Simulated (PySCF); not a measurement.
F₆P (hexafluorophosphate) (charge −1)

```csv
atom,x (Å),y (Å),z (Å)
F,-1.0755,0.2774,-1.1777
P,0.0048,-0.0045,-0.0072
F,1.2037,0.4066,-1.0133
F,-1.1931,-0.4147,0.9999
F,0.1265,-1.5438,-0.4903
F,-0.1179,1.5352,0.4748
F,1.0853,-0.2847,1.1636
```

Geometry: PBE0-D3(BJ)/def2-TZVP.

Method: PBE0/pcSseg-2, SCF density, gas phase, non-relativistic (PySCF).

### What can the converged electron density and electron localisation function tell about the bonding?

P–F (1.62 Å): ρ is about 1.3 e/Å³ halfway; the ELF peaks at about 0.85 between the atoms, as expected for a shared but strongly polarised pair.

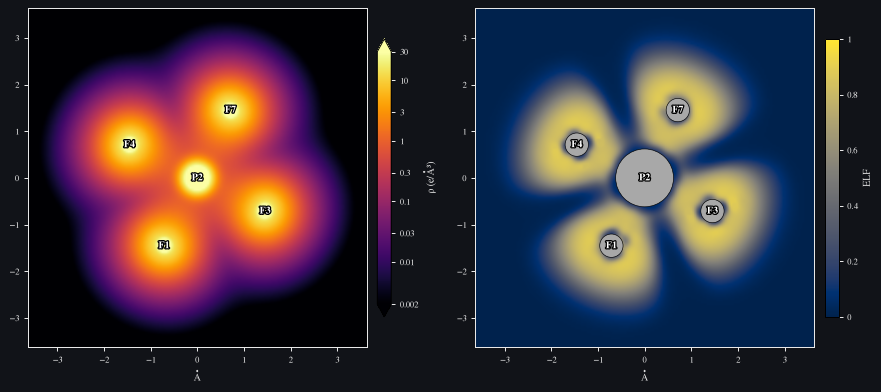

Computed electron density and electron localisation function on the plane of atoms F1, P2 and F3, in this order. Grey discs cover the atomic cores in the ELF map. 
